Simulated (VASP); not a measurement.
Band structure of BaS (rock salt). Computed with PBE GGA, VASP's PBE PAW potentials (set 64) (plane waves; VASP).

Unless said otherwise, spin-orbit coupling is left out, though it shifts the bands of the heavy elements here.

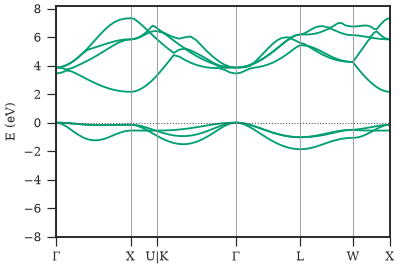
Fig. 1. Bands along high-symmetry lines, zero at the valence-band maximum or, without a gap, the Fermi level

**Question.** Read the plot: is there a gap, and where are the band edges?

**Answer.** The gap is indirect, 2.16 eV, from the valence maximum at Γ to the conduction minimum at X. (Edges off the drawn lines would not show.)

The compound is BaS in the rock salt structure. It was relaxed first.
